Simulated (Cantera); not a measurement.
Input: 1 mol SiCl₄, 0.98 mol H₂, equilibrated at 0.440 bar.

Equilibrium computed with Cantera from the NASA thermochemical tables; the gas is ideal and each condensed phase is pure. Candidate condensed phases: Si; 19 gas species. The tables' values for SiCl₃ are old estimates; treat these amounts as uncertain. Kinetics and transport are ignored.

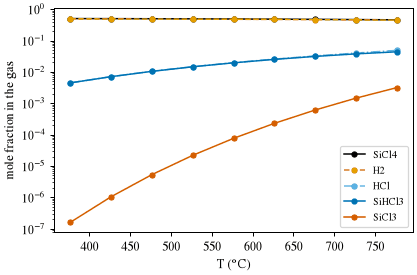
Equilibrium gas composition (values under 1e-9 drawn at 1e-9)

**Question.** Read off the mole fractions at 677 °C.

**Answer.** SiCl₄ about 0.47, H₂ about 0.46, HCl about 0.032, SiHCl₃ about 0.031, SiCl₃ about 0.00061.
